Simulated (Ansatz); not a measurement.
## C₂H₆AlFO: molecular dynamics (part 3 of 3)

C₂H₆AlFO; RKS revPBE-d3bjatm/6-31G* (Ansatz 0.2.0). The geometry comes from this level: PBE0-D4/def2-TZVP.

Geometry of the input (Å):
```
C  -1.0072  -0.5581  0.8287
C  -0.2788  0.5124  0.0802
O  1.1810  0.4353  0.3625
F  -0.6904  1.7331  0.5379
Al 0.7796  0.2407  -1.5610
H  -2.0759  -0.4743  0.6273
H  -0.6801  -1.5490  0.5080
H  -0.8576  -0.4522  1.9117
H  1.4058  -0.1331  1.1090
H  1.3627  1.4633  -2.3741
H  0.9262  -1.2750  -2.0095
```

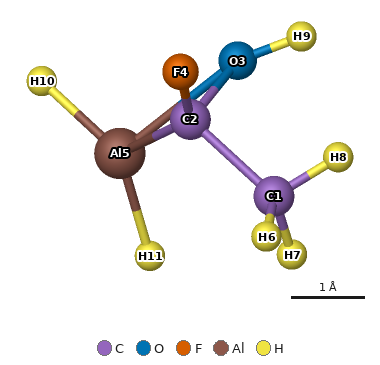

Figure 1. The geometry at step 40 of the log (ball-and-stick view, seen at a tilt; atoms are numbered from 1 in the order of the input).

Trajectory as extended XYZ, continued
```
11
Properties=species:S:1:pos:R:3:forces:R:3 step=30 time_fs=15.0 energy=-13527.40106 temperature=788.6
C    -1.0397   -0.4420    0.7723    1.1981  -0.4363   0.5235
C    -0.2525    0.6855    0.0269   -0.2449  -2.0780   0.8359
O     1.1536    0.4497    0.4037    0.3531  -0.0508   1.1243
F    -0.7241    1.8048    0.7011    0.4048   0.9632  -0.6732
Al    0.8233    0.1577   -1.7400   -1.7119  -0.5156   1.8267
H    -2.1063   -0.2532    0.7706   -0.5778   0.4432   0.3652
H    -0.9602   -1.4497    0.3255    0.4692   0.0472  -0.0563
H    -0.5916   -0.4987    1.8685   -1.0707   0.0988  -1.5425
H     1.2122    0.1548    1.4020    0.0455   0.3089  -1.8042
H     1.6147    1.2546   -2.3832    0.9547   1.0202  -0.7550
H     0.5216   -1.3366   -2.2972    0.1801   0.1993   0.1555
11
Properties=species:S:1:pos:R:3:forces:R:3 step=31 time_fs=15.5 energy=-13527.39490 temperature=770.7
C    -1.0415   -0.4394    0.7697    0.2148  -0.6539   0.1926
C    -0.2493    0.6960    0.0264   -0.3559  -2.3279   0.7912
O     1.1539    0.4506    0.4062    0.4260   0.0775   0.7512
F    -0.7247    1.8062    0.7036    0.4054   1.0783  -0.6201
Al    0.8237    0.1569   -1.7433   -1.7950  -0.6127   1.8817
H    -2.1436   -0.2545    0.7788    0.5415   0.2807   0.3383
H    -0.9667   -1.4630    0.3237    0.4246   0.4561   0.0177
H    -0.5823   -0.5091    1.8463   -1.0574   0.1475  -1.2646
H     1.2255    0.1612    1.3926   -0.0146   0.2111  -1.4652
H     1.6244    1.2386   -2.3872    1.0275   1.0979  -0.8027
H     0.5157   -1.3401   -2.3028    0.1830   0.2454   0.1800
11
Properties=species:S:1:pos:R:3:forces:R:3 step=32 time_fs=16.0 energy=-13527.35411 temperature=746.1
C    -1.0430   -0.4370    0.7670   -0.5688  -0.8781  -0.1702
C    -0.2463    0.7059    0.0262   -0.4572  -2.5537   0.7264
O     1.1543    0.4509    0.4088    0.4858   0.2375   0.2681
F    -0.7256    1.8072    0.7060    0.4077   1.1910  -0.5642
Al    0.8240    0.1560   -1.7465   -1.8314  -0.6148   1.9159
H    -2.1786   -0.2546    0.7893    1.4232   0.1539   0.2872
H    -0.9704   -1.4755    0.3215    0.3624   0.8232   0.0703
H    -0.5736   -0.5199    1.8205   -1.0011   0.1883  -0.8973
H     1.2396    0.1689    1.3809   -0.0587   0.0811  -1.0110
H     1.6369    1.2247   -2.3924    1.0580   1.1160  -0.8154
H     0.5095   -1.3406   -2.3064    0.1802   0.2556   0.1902
11
Properties=species:S:1:pos:R:3:forces:R:3 step=33 time_fs=16.5 energy=-13527.28717 temperature=714.5
C    -1.0443   -0.4352    0.7642   -1.2177  -1.0101  -0.5360
C    -0.2433    0.7152    0.0270   -0.5447  -2.7643   0.6204
O     1.1549    0.4511    0.4115    0.5160   0.4339  -0.3629
F    -0.7264    1.8081    0.7081    0.4052   1.3058  -0.4978
Al    0.8241    0.1551   -1.7497   -1.8270  -0.5327   1.9347
H    -2.2105   -0.2538    0.8031    2.1047   0.0559   0.2105
H    -0.9726   -1.4846    0.3206    0.2962   1.0701   0.0654
H    -0.5665   -0.5307    1.7918   -0.8834   0.2153  -0.4289
H     1.2535    0.1771    1.3663   -0.0702  -0.0901  -0.3971
H     1.6501    1.2133   -2.4006    1.0493   1.0846  -0.7969
H     0.5040   -1.3383   -2.3089    0.1715   0.2316   0.1887
11
Properties=species:S:1:pos:R:3:forces:R:3 step=34 time_fs=17.0 energy=-13527.19737 temperature=648.6
C    -1.0458   -0.4340    0.7610   -1.7307  -1.0707  -0.9639
C    -0.2403    0.7239    0.0283   -0.6284  -2.9701   0.4817
O     1.1556    0.4514    0.4140    0.5083   0.6654  -1.1437
F    -0.7270    1.8088    0.7095    0.3954   1.4292  -0.4193
Al    0.8238    0.1546   -1.7530   -1.8010  -0.4238   1.9394
H    -2.2370   -0.2542    0.8173    2.5776  -0.0056   0.1255
H    -0.9733   -1.4905    0.3200    0.2304   1.2229   0.0214
H    -0.5621   -0.5414    1.7606   -0.6922   0.2225   0.1549
H     1.2669    0.1873    1.3500   -0.0395  -0.3029   0.3819
H     1.6628    1.2033   -2.4113    1.0187   1.0294  -0.7629
H     0.5002   -1.3363   -2.3098    0.1615   0.2035   0.1850
11
Properties=species:S:1:pos:R:3:forces:R:3 step=35 time_fs=17.5 energy=-13527.09888 temperature=602.1
C    -1.0479   -0.4335    0.7573   -2.1158  -1.0882  -1.4809
C    -0.2372    0.7318    0.0298   -0.6963  -3.1719   0.3344
O     1.1565    0.4517    0.4158    0.4607   0.8970  -1.9619
F    -0.7275    1.8092    0.7101    0.3806   1.5521  -0.3355
Al    0.8236    0.1541   -1.7562   -1.7488  -0.3081   1.9219
H    -2.2540   -0.2561    0.8306    2.8368  -0.0301   0.0472
H    -0.9741   -1.4945    0.3175    0.1718   1.3231  -0.0349
H    -0.5599   -0.5525    1.7281   -0.4256   0.2028   0.8331
H     1.2809    0.1989    1.3348    0.0222  -0.5169   1.2028
H     1.6773    1.1926   -2.4247    0.9644   0.9519  -0.7122
H     0.4998   -1.3364   -2.3101    0.1499   0.1881   0.1860
11
Properties=species:S:1:pos:R:3:forces:R:3 step=36 time_fs=18.0 energy=-13527.01402 temperature=551.9
C    -1.0505   -0.4332    0.7536   -2.4201  -1.0195  -2.0577
C    -0.2342    0.7392    0.0316   -0.7473  -3.3641   0.1947
O     1.1580    0.4515    0.4170    0.3872   1.0862  -2.6750
F    -0.7277    1.8101    0.7101    0.3649   1.6710  -0.2502
Al    0.8232    0.1536   -1.7593   -1.6518  -0.1585   1.8760
H    -2.2609   -0.2585    0.8436    2.9218  -0.0247  -0.0248
H    -0.9760   -1.4940    0.3131    0.1276   1.3373  -0.1079
H    -0.5604   -0.5633    1.6965   -0.0841   0.1512   1.5746
H     1.2964    0.2104    1.3227    0.0960  -0.6873   1.9174
H     1.6945    1.1825   -2.4410    0.8689   0.8327  -0.6322
H     0.5004   -1.3379   -2.3078    0.1370   0.1755   0.1851
11
Properties=species:S:1:pos:R:3:forces:R:3 step=37 time_fs=18.5 energy=-13526.95511 temperature=515.0
C    -1.0538   -0.4327    0.7498   -2.6345  -0.8424  -2.5668
C    -0.2312    0.7457    0.0337   -0.7969  -3.5361   0.0784
O     1.1593    0.4515    0.4179    0.3177   1.2066  -3.1766
F    -0.7281    1.8111    0.7094    0.3518   1.7846  -0.1709
Al    0.8224    0.1529   -1.7618   -1.5054   0.0407   1.7946
H    -2.2600   -0.2614    0.8564    2.8815   0.0060  -0.0889
H    -0.9789   -1.4872    0.3090    0.0955   1.2186  -0.2332
H    -0.5625   -0.5764    1.6684    0.2784   0.0917   2.2767
H     1.3107    0.2207    1.3150    0.1612  -0.7915   2.4242
H     1.7143    1.1752   -2.4584    0.7250   0.6639  -0.5167
H     0.4989   -1.3391   -2.3034    0.1257   0.1579   0.1791
11
Properties=species:S:1:pos:R:3:forces:R:3 step=38 time_fs=19.0 energy=-13526.93841 temperature=483.2
C    -1.0580   -0.4324    0.7457   -2.6903  -0.5706  -2.8360
C    -0.2286    0.7513    0.0358   -0.8377  -3.6793   0.0002
O     1.1607    0.4516    0.4185    0.2849   1.2201  -3.2926
F    -0.7284    1.8124    0.7089    0.3420   1.8765  -0.1077
Al    0.8213    0.1520   -1.7643   -1.3153   0.2784   1.6903
H    -2.2531   -0.2666    0.8698    2.7283   0.0686  -0.1496
H    -0.9832   -1.4754    0.3071    0.0811   0.9583  -0.4261
H    -0.5654   -0.5914    1.6463    0.5791   0.0466   2.7905
H     1.3241    0.2286    1.3136    0.1714  -0.7926   2.5401
H     1.7352    1.1728   -2.4753    0.5431   0.4619  -0.3761
H     0.4976   -1.3399   -2.2980    0.1133   0.1321   0.1669
11
Properties=species:S:1:pos:R:3:forces:R:3 step=39 time_fs=19.5 energy=-13526.97409 temperature=531.5
C    -1.0632   -0.4327    0.7408   -2.4773  -0.2130  -2.7269
C    -0.2262    0.7562    0.0373   -0.8656  -3.8015  -0.0208
O     1.1625    0.4518    0.4186    0.3195   1.1244  -2.9792
F    -0.7280    1.8140    0.7088    0.3342   1.9393  -0.0644
Al    0.8200    0.1514   -1.7667   -1.1033   0.5113   1.5730
H    -2.2403   -0.2719    0.8824    2.4460   0.1521  -0.1992
H    -0.9894   -1.4599    0.3056    0.0891   0.5656  -0.6650
H    -0.5678   -0.6057    1.6329    0.7173   0.0394   2.9506
H     1.3397    0.2336    1.3188    0.0923  -0.6855   2.2023
H     1.7560    1.1739   -2.4930    0.3441   0.2505  -0.2267
H     0.4960   -1.3416   -2.2922    0.1036   0.1173   0.1562
11
Properties=species:S:1:pos:R:3:forces:R:3 step=40 time_fs=20.0 energy=-13527.03671 temperature=596.9
C    -1.0690   -0.4333    0.7349   -1.9449   0.2056  -2.2680
C    -0.2240    0.7610    0.0389   -0.8703  -3.9223  -0.0137
O     1.1649    0.4524    0.4187    0.3949   0.9805  -2.4521
F    -0.7270    1.8156    0.7092    0.3219   1.9970  -0.0261
Al    0.8189    0.1509   -1.7689   -0.8971   0.7083   1.4598
H    -2.2213   -0.2769    0.8917    1.9957   0.2620  -0.2134
H    -0.9973   -1.4411    0.3024    0.1225   0.0438  -0.9426
H    -0.5687   -0.6194    1.6271    0.6756   0.0785   2.7604
H     1.3575    0.2369    1.3279   -0.0479  -0.5306   1.6303
H     1.7773    1.1753   -2.5103    0.1537   0.0583  -0.0862
H     0.4945   -1.3442   -2.2877    0.0958   0.1188   0.1516
11
Properties=species:S:1:pos:R:3:forces:R:3 step=41 time_fs=20.5 energy=-13527.09449 temperature=696.3
C    -1.0757   -0.4339    0.7284   -1.0681   0.6226  -1.5774
C    -0.2225    0.7653    0.0408   -0.8516  -4.0244  -0.0096
O     1.1678    0.4532    0.4186    0.4755   0.8242  -1.8424
F    -0.7255    1.8175    0.7099    0.3069   2.0460   0.0101
Al    0.8180    0.1506   -1.7708   -0.6879   0.9032   1.3555
H    -2.1964   -0.2837    0.8992    1.3131   0.4204  -0.1798
H    -1.0064   -1.4206    0.2967    0.1793  -0.5615  -1.2405
H    -0.5672   -0.6322    1.6268    0.5001   0.1485   2.3189
H     1.3747    0.2394    1.3395   -0.2168  -0.3654   0.9719
H     1.8000    1.1765   -2.5280   -0.0329  -0.1186   0.0503
H     0.4951   -1.3453   -2.2836    0.0824   0.1049   0.1429
11
Properties=species:S:1:pos:R:3:forces:R:3 step=42 time_fs=21.0 energy=-13527.11743 temperature=679.8
C    -1.0826   -0.4343    0.7212    0.1439   0.9462  -0.7830
C    -0.2210    0.7686    0.0426   -0.8314  -4.0829   0.0019
O     1.1708    0.4541    0.4181    0.5597   0.6667  -1.1950
F    -0.7237    1.8196    0.7106    0.2994   2.0645   0.0308
Al    0.8176    0.1500   -1.7727   -0.4877   1.0880   1.2602
H    -2.1675   -0.2906    0.9067    0.3871   0.6133  -0.0949
H    -1.0148   -1.4020    0.2886    0.2369  -1.1383  -1.5136
H    -0.5634   -0.6440    1.6311    0.2328   0.2420   1.7053
H     1.3902    0.2417    1.3536   -0.3994  -0.2025   0.2800
H     1.8231    1.1765   -2.5464   -0.2063  -0.2723   0.1775
H     0.4966   -1.3451   -2.2800    0.0651   0.0752   0.1308
11
Properties=species:S:1:pos:R:3:forces:R:3 step=43 time_fs=21.5 energy=-13527.08827 temperature=674.4
C    -1.0897   -0.4340    0.7140    1.6192   1.0744  -0.0416
C    -0.2200    0.7705    0.0445   -0.8116  -4.0786   0.0362
O     1.1740    0.4551    0.4175    0.6180   0.5361  -0.6519
F    -0.7220    1.8223    0.7115    0.3062   2.0397   0.0269
Al    0.8175    0.1491   -1.7746   -0.3155   1.2418   1.1853
H    -2.1377   -0.2966    0.9151   -0.7540   0.8322   0.0517
H    -1.0228   -1.3871    0.2782    0.2803  -1.5737  -1.7153
H    -0.5586   -0.6567    1.6398   -0.0714   0.3515   1.0140
H     1.4046    0.2428    1.3668   -0.5655  -0.0710  -0.3078
H     1.8456    1.1746   -2.5635   -0.3549  -0.3944   0.2853
H     0.4961   -1.3444   -2.2768    0.0493   0.0419   0.1171
11
Properties=species:S:1:pos:R:3:forces:R:3 step=44 time_fs=22.0 energy=-13527.01136 temperature=634.1
C    -1.0971   -0.4337    0.7071    3.2947   0.9127   0.4543
C    -0.2195    0.7714    0.0466   -0.7851  -4.0429   0.0698
O     1.1774    0.4558    0.4165    0.6362   0.4376  -0.2229
F    -0.7206    1.8254    0.7122    0.3222   1.9834   0.0124
Al    0.8174    0.1482   -1.7767   -0.1720   1.3587   1.1289
H    -2.1081   -0.3006    0.9244   -2.1014   1.0698   0.2738
H    -1.0315   -1.3790    0.2641    0.2977  -1.7224  -1.7675
H    -0.5558   -0.6694    1.6519   -0.3457   0.4494   0.3459
H     1.4177    0.2440    1.3782   -0.7029   0.0272  -0.7737
H     1.8668    1.1710   -2.5787   -0.4790  -0.4866   0.3740
H     0.4949   -1.3438   -2.2743    0.0353   0.0131   0.1049
11
Properties=species:S:1:pos:R:3:forces:R:3 step=45 time_fs=22.5 energy=-13526.90881 temperature=579.2
C    -1.1042   -0.4333    0.7005    4.9262   0.4872   0.6761
C    -0.2191    0.7714    0.0488   -0.7581  -3.9771   0.0902
O     1.1812    0.4562    0.4153    0.6083   0.3704   0.1114
F    -0.7200    1.8285    0.7127    0.3510   1.9041  -0.0103
Al    0.8173    0.1474   -1.7791   -0.0624   1.4144   1.0795
H    -2.0831   -0.3014    0.9339   -3.4265   1.2952   0.5400
H    -1.0406   -1.3768    0.2453    0.2850  -1.5722  -1.6503
H    -0.5549   -0.6803    1.6663   -0.5711   0.5190  -0.2569
H     1.4279    0.2454    1.3878   -0.8016   0.0948  -1.1260
H     1.8867    1.1648   -2.5925   -0.5795  -0.5511   0.4442
H     0.4928   -1.3456   -2.2728    0.0287   0.0154   0.1021
11
Properties=species:S:1:pos:R:3:forces:R:3 step=46 time_fs=23.0 energy=-13526.82840 temperature=571.5
C    -1.1100   -0.4323    0.6939    6.0465  -0.0844   0.7355
C    -0.2188    0.7699    0.0510   -0.7391  -3.8411   0.1189
O     1.1854    0.4566    0.4138    0.5544   0.3205   0.3603
F    -0.7203    1.8316    0.7131    0.4009   1.7852  -0.0552
Al    0.8173    0.1466   -1.7818    0.0176   1.4131   1.0320
H    -2.0674   -0.2991    0.9460   -4.2855   1.4445   0.7372
H    -1.0493   -1.3785    0.2212    0.2428  -1.1905  -1.3861
H    -0.5555   -0.6888    1.6813   -0.7326   0.5534  -0.7689
H     1.4368    0.2447    1.3946   -0.8740   0.1440  -1.3845
H     1.9050    1.1553   -2.6068   -0.6618  -0.5937   0.5026
H     0.4884   -1.3500   -2.2708    0.0308   0.0490   0.1081
11
Properties=species:S:1:pos:R:3:forces:R:3 step=47 time_fs=23.5 energy=-13526.80119 temperature=556.1
C    -1.1143   -0.4314    0.6874    6.4062  -0.6557   0.7570
C    -0.2183    0.7677    0.0530   -0.7322  -3.6628   0.1525
O     1.1895    0.4570    0.4124    0.5042   0.2879   0.5035
F    -0.7212    1.8348    0.7135    0.4621   1.6395  -0.1124
Al    0.8169    0.1459   -1.7846    0.0801   1.4045   1.0032
H    -2.0617   -0.2932    0.9623   -4.4515   1.4807   0.7749
H    -1.0581   -1.3832    0.1927    0.1801  -0.6743  -1.0251
H    -0.5576   -0.6955    1.6944   -0.8217   0.5525  -1.1717
H     1.4473    0.2436    1.3976   -0.9337   0.1752  -1.5374
H     1.9202    1.1432   -2.6208   -0.7233  -0.6137   0.5473
H     0.4842   -1.3536   -2.2670    0.0298   0.0662   0.1081
11
Properties=species:S:1:pos:R:3:forces:R:3 step=48 time_fs=24.0 energy=-13526.82921 temperature=553.8
C    -1.1172   -0.4309    0.6815    5.9677  -1.0927   0.8643
C    -0.2176    0.7652    0.0549   -0.7262  -3.4710   0.1854
O     1.1939    0.4570    0.4111    0.4440   0.2769   0.5503
F    -0.7218    1.8381    0.7138    0.5254   1.4822  -0.1735
Al    0.8160    0.1453   -1.7873    0.1429   1.4244   0.9876
H    -2.0667   -0.2846    0.9824   -3.8864   1.3898   0.5975
H    -1.0677   -1.3896    0.1630    0.1136  -0.1469  -0.6424
H    -0.5611   -0.7022    1.7043   -0.8527   0.5334  -1.4638
H     1.4582    0.2444    1.3972   -0.9720   0.1836  -1.5902
H     1.9330    1.1318   -2.6347   -0.7788  -0.6290   0.5886
H     0.4803   -1.3546   -2.2608    0.0226   0.0494   0.0962
11
Properties=species:S:1:pos:R:3:forces:R:3 step=49 time_fs=24.5 energy=-13526.87954 temperature=583.8
C    -1.1191   -0.4310    0.6763    5.0502  -1.3895   1.0671
C    -0.2163    0.7623    0.0565   -0.7298  -3.2642   0.2093
O     1.1988    0.4568    0.4098    0.3571   0.2837   0.5342
F    -0.7220    1.8417    0.7141    0.5960   1.3060  -0.2411
Al    0.8149    0.1448   -1.7898    0.2050   1.4563   0.9681
H    -2.0791   -0.2736    1.0060   -2.8921   1.2090   0.2523
H    -1.0780   -1.3971    0.1342    0.0507   0.3438  -0.2734
H    -0.5658   -0.7095    1.7107   -0.8420   0.5064  -1.6671
H     1.4663    0.2463    1.3943   -0.9753   0.1723  -1.5618
H     1.9448    1.1217   -2.6488   -0.8340  -0.6463   0.6311
H     0.4769   -1.3550   -2.2542    0.0142   0.0224   0.0814
11
Properties=species:S:1:pos:R:3:forces:R:3 step=50 time_fs=25.0 energy=-13526.92430 temperature=601.9
C    -1.1199   -0.4314    0.6709    3.9653  -1.5893   1.3338
C    -0.2146    0.7591    0.0583   -0.7434  -3.0464   0.1926
O     1.2036    0.4567    0.4080    0.2439   0.3101   0.4243
F    -0.7220    1.8455    0.7144    0.6685   1.1215  -0.3049
Al    0.8139    0.1441   -1.7921    0.2474   1.4754   0.9506
H    -2.0959   -0.2612    1.0309   -1.7648   0.9803  -0.1818
H    -1.0880   -1.4055    0.1060   -0.0004   0.7948   0.0772
H    -0.5707   -0.7159    1.7140   -0.8150   0.4696  -1.8116
H     1.4709    0.2478    1.3871   -0.9337   0.1373  -1.4150
H     1.9549    1.1097   -2.6616   -0.8747  -0.6505   0.6650
H     0.4735   -1.3554   -2.2487    0.0068  -0.0027   0.0699
```
